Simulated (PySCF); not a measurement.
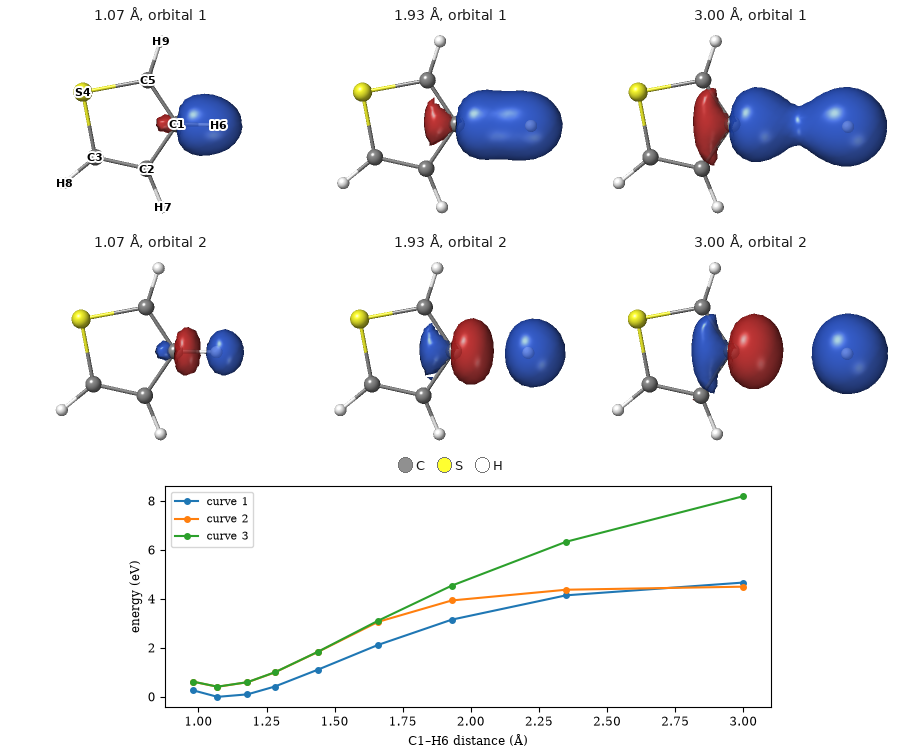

Figure. C4H4S, SMILES `c1ccsc1`. Rigid stretch of the C1–H6 bond. The two CASSCF(2,2) natural orbitals nearest half filling (orbital 1 the more occupied). Below: energies along the scan, from the lowest point of the three curves.

Computed with PySCF, 6-31+G* basis, geometry: GFN2-xTB. No frequency check shows the geometry to be a minimum. GFN2-xTB bond lengths at metals and heavier atoms can be off by up to 0.1 Å and shapes distorted, which carries into these values.

Input script:

```python
import numpy as np
from pyscf import gto, scf, mcscf

mol = gto.M(atom='''
C      1.26548     0.70733     0.00000
C      1.26556    -0.70722     0.00000
C      0.01265    -1.22583     0.00000
S     -1.19289    -0.00004     0.00000
C      0.01251     1.22580     0.00000
H      2.15927     1.30509     0.00000
H      2.15942    -1.30488     0.00000
H     -0.28470    -2.25548     0.00000
H     -0.28495     2.25542     0.00000
''', basis='6-31+g*', charge=0, spin=0, verbose=4)
# stretch the bond between atoms 1 and 6, from long to short, fragments rigid
a, b, move = 0, 5, [5]
xyz = mol.atom_coords(unit='Angstrom')
u = xyz[b] - xyz[a]
r0 = np.linalg.norm(u)
rows, last, dm_u = [], None, None
for r in [3.0, 2.35, 1.93, 1.66, 1.44, 1.28, 1.18, 1.07, 0.98]:
    new = xyz.copy()
    new[move] += u / r0 * (r - r0)
    m = mol.set_geom_(new, unit='Angstrom', inplace=False)
    rhf = scf.RHF(m).density_fit(auxbasis='def2-universal-jkfit').run()
    uhf = scf.UHF(m).density_fit(auxbasis='def2-universal-jkfit').newton()
    if dm_u is None:
        c = rhf.mo_coeff
        h = m.nelectron // 2 - 1
        ca, cb = c.copy(), c.copy()
        ca[:, h], cb[:, h] = (c[:, h] + c[:, h + 1]) / 2**.5, (c[:, h] - c[:, h + 1]) / 2**.5
        dm_u = np.array([x[:, :h + 1] @ x[:, :h + 1].T for x in (ca, cb)])
    uhf.kernel(dm0=dm_u)
    for _ in range(3):
        c, _, stable, _ = uhf.stability(return_status=True)
        if stable:
            break
        uhf.kernel(c, uhf.mo_occ)
    dm_u = uhf.make_rdm1()
    mc = mcscf.CASSCF(rhf, 2, 2)
    mc.natorb = True
    mc.fix_spin_(ss=0)
    guess = mcscf.addons.make_natural_orbitals(uhf)[1] if last is None else mcscf.project_init_guess(mc, last.mo_coeff, last.mol)
    mc.kernel(guess)
    last = mc
    act = slice(mc.ncore, mc.ncore + mc.ncas)
    print('r %.3f  RHF %.6f  UHF %.6f  <S^2> %.3f  CASSCF %.6f  occupations' % (r, rhf.e_tot, uhf.e_tot, uhf.spin_square()[0], mc.e_tot), mc.mo_occ[act].round(4))
    rows.append((new, rhf.e_tot, uhf.e_tot, uhf.spin_square()[0], mc.e_tot, mc.mo_occ[act], mc.mo_coeff[:, act], dm_u[0] - dm_u[1], rhf.converged and uhf.converged and mc.converged))
    np.savez('result.npz', **{k: [row[i] for row in rows] for i, k in enumerate('xyz rhf uhf s2 cas occ c spin ok'.split())})
```

Launched as:

```sh
OMP_NUM_THREADS=1 python input.py
```

The run took 3.2 min on 1 thread of AMD EPYC 7R43 64-Core Processor (Zen 3), on a shared host, peak memory 0.27 GiB.

> How do the occupations change along the stretch?

1.07 Å: 1.98 and 0.02; 1.93 Å: 1.82 and 0.18; 3.00 Å: 1.28 and 0.72. At the longest distance computed (3.00 Å) they are 1.28 and 0.72, and the effective number of unpaired electrons is 1.7.

UHF's ⟨S²⟩ passes 1 along the scan (up to 1.35), so it also polarises electrons outside the stretched bond; its energy lowering isn't due to that bond alone.

> Which curve is which method?

Curve 1 is CASSCF(2,2). Curve 2 is UHF. Curve 3 is RHF. RHF rises too steeply because it keeps both electrons in one orbital and so mixes in ionic fragments.

UHF already breaks spin symmetry near equilibrium here (⟨S²⟩ = 0.09 at 1.07 Å), for reasons apart from this bond.

> How much energy does the stretch cost?

By CASSCF, 4.7 eV from the lowest point of the scan (1.07 Å) to 3.00 Å; RHF gives 7.8 eV from its own lowest point. The fragments aren't relaxed and dynamic correlation is missing, so this isn't a bond dissociation energy.
